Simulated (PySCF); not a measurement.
# H₁₂Si₅, SMILES `[SiH3][SiH2][SiH2][SiH2][SiH3]`: electronic structure

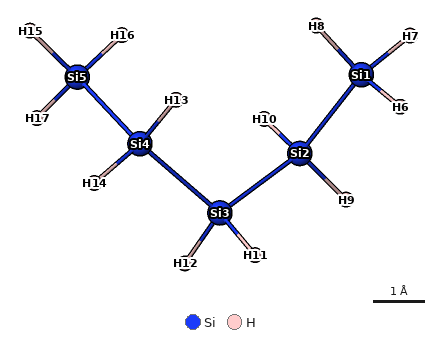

The molecule, with its atoms numbered as below. No frequency check shows the geometry to be a minimum.

Cartesian coordinates (Å):

```
Si1     -2.7548   -1.0979    0.5364
Si2     -1.7117    0.3538   -0.9285
Si3     -0.0037    1.6250    0.0051
Si4      1.7033    0.3456    0.9290
Si5      2.7666   -1.0847   -0.5425
H6      -3.3885   -0.3807    1.6461
H7      -3.7982   -1.9345   -0.0596
H8      -1.7816   -2.0155    1.1375
H9      -2.7141    1.2034   -1.5914
H10     -1.1419   -0.4155   -2.0494
H11     -0.5807    2.5363    1.0076
H12      0.5708    2.5519   -0.9841
H13      1.1232   -0.4420    2.0320
H14      2.6966    1.1883    1.6140
H15      3.7843   -1.9466    0.0618
H16      1.7987   -1.9783   -1.1869
H17      3.4372   -0.3523   -1.6199
```

Part 1: Local ionisation energy

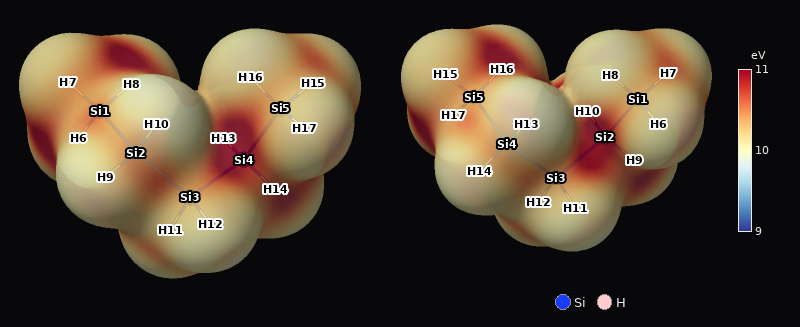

Average local ionisation energy on the surface of electron density 0.001 a.u. (back view left, front view right).

PySCF calculation, B3LYP/def2-SVPD, gas phase; geometry: GFN2-xTB.

Locate the minima of the map.

Answer. The lowest value is 9.9 eV, 1.5 Å from H13, and at like points elsewhere. For comparison, the highest occupied orbital lies at −7.9 eV.

What volume does the surface enclose, and what is the dipole moment?

Answer. About 237 Å³; the dipole moment is 0.2 D.

Part 2: In an electric field

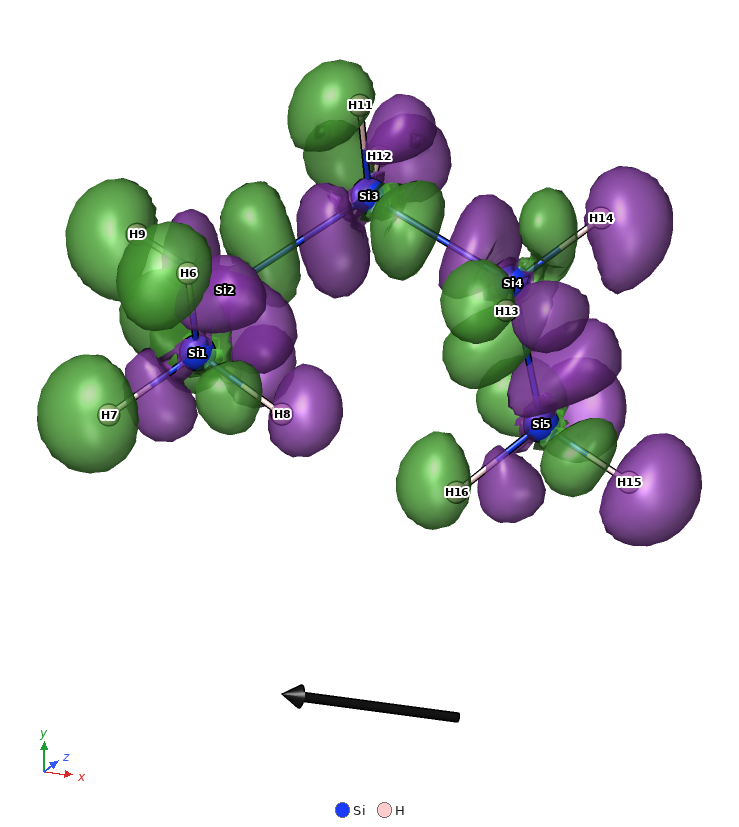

Change of the electron density in a uniform field of 0.21 V/Å along −x (arrow), surfaces at ±0.002 e/Å³ (purple: gain, green: loss).

Computed with PySCF, B3LYP/def2-SVPD, geometry: GFN2-xTB.

The field was applied in both directions; the picture shows the one opposite to the script's first.

How large is the response?

Answer. The induced dipole is 1.77 D (along the field); α along this axis, from the fields in both directions, is 174 bohr³ (25.7 Å³).

Part 3: Removing or adding an electron

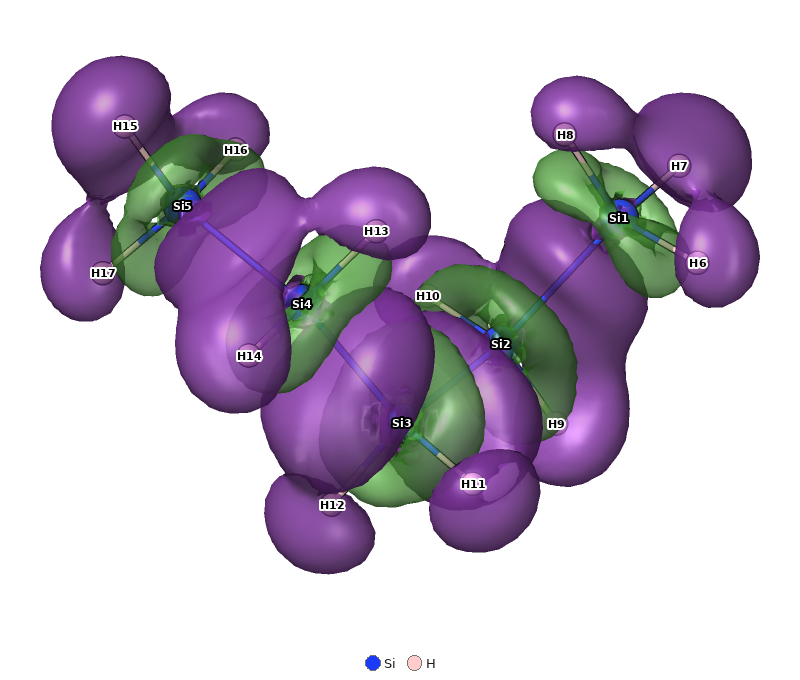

Fukui function f⁻ = ρ(N) − ρ(N−1) at fixed geometry, surfaces at ±0.008 e/Å³ (purple positive, green negative).

On which atoms does the density change most on removal of an electron?

Answer. f⁻ (Hirshfeld-condensed) is largest on Si3 (0.15), Si2 (0.12) and Si4 (0.12); the vertical ionisation energy is 9.68 eV (the stability of the cation's solution wasn't checked). Condensed values hint at sites of electrophilic attack but needn't mark the atom that reacts. Shares this close don't rank the sites. Orbital relaxation makes it negative in places (0.24 e in all).

The PySCF runs shown took 31 s, 70 s and 100 s on 1 thread of Intel(R) Xeon(R) Platinum 8488C (Sapphire Rapids), on a shared host.
